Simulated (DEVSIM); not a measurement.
Structure: Cr/HfO2/p-Si capacitor, at 300 K.

```tsv
layer (left to right)	material	thickness (nm)	Na (cm⁻³)
1	HfO2	29.0	-
2	Si	3400	2.8e16
```

Metal gate on the left, work function 4.5 eV. Fixed charge at the semiconductor interface 0 cm⁻² (in units of +e); interface traps 1e10 cm⁻² eV⁻¹, uniform in energy, neutral level at 0.5 of the gap above the valence band.

Constants are typed, rounded textbook-type inputs, not results; the design itself was drawn at random and stands for no fabricated device. Values at 300 K.

```tsv
parameter	HfO2	Si
gap (eV)	5.7	1.124
affinity (eV)	2.5	4.05
permittivity	22	11.7
Nc (cm⁻³)	-	2.86e19
Nv (cm⁻³)	-	3.1e19
```

Model (solved in DEVSIM): 1D Poisson equation in equilibrium, Boltzmann statistics, complete ionisation; no quantum confinement or tunnelling. Metal contacts follow the ideal Schottky-Mott rule: no Fermi-level pinning, no interface dipoles.

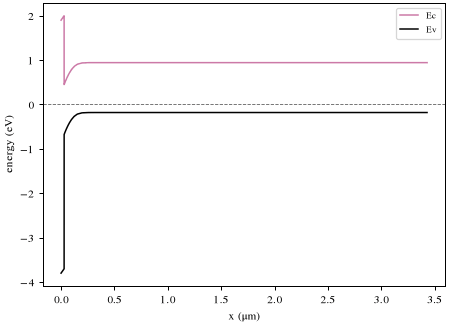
Band edges at 0.1 V on the gate

Energies count from the Fermi level of the right contact; mesh points crowd at the junctions.

| x (μm) | Ec (eV) | Ev (eV) | n (cm⁻³) | p (cm⁻³) | field (V/cm) |
|---|---|---|---|---|---|
| 0.000 | 1.900 | -3.800 | < 1e2 | < 1e2 | 34000 |
| 0.001577 | 1.905 | -3.795 | < 1e2 | < 1e2 | 34000 |
| 0.005121 | 1.917 | -3.783 | < 1e2 | < 1e2 | 34000 |
| 0.01308 | 1.944 | -3.756 | < 1e2 | < 1e2 | 34000 |
| 0.02407 | 1.982 | -3.718 | < 1e2 | < 1e2 | 34000 |
| 0.02751 | 1.993 | -3.707 | < 1e2 | < 1e2 | 34000 |
| 0.02900 | 0.449 | -0.675 | 8.3e11 | 1.4e8 | 56000 |
| 0.03164 | 0.465 | -0.659 | 4.4e11 | 2.7e8 | 63000 |
| 0.03701 | 0.498 | -0.626 | 1.2e11 | 9.5e8 | 60000 |
| 0.04922 | 0.569 | -0.555 | 8.0e9 | 1.4e10 | 55000 |
| 0.07944 | 0.715 | -0.409 | 2.8e7 | 4.1e12 | 42000 |
| 0.1967 | 0.936 | -0.188 | 5400 | 2.1e16 | 2800 |
| 0.4353 | 0.943 | -0.181 | 4200 | 2.8e16 | ≈ 0 |
| 1.011 | 0.943 | -0.181 | 4200 | 2.8e16 | ≈ 0 |
| 2.474 | 0.943 | -0.181 | 4200 | 2.8e16 | ≈ 0 |
| 3.034 | 0.943 | -0.181 | 4200 | 2.8e16 | ≈ 0 |
| 3.266 | 0.943 | -0.181 | 4200 | 2.8e16 | ≈ 0 |
| 3.362 | 0.943 | -0.181 | 4200 | 2.8e16 | ≈ 0 |
| 3.409 | 0.943 | -0.181 | 4200 | 2.8e16 | ≈ 0 |
| 3.421 | 0.943 | -0.181 | 4200 | 2.8e16 | ≈ 0 |
| 3.426 | 0.943 | -0.181 | 4200 | 2.8e16 | ≈ 0 |
| 3.429 | 0.943 | -0.181 | 4200 | 2.8e16 | ≈ 0 |
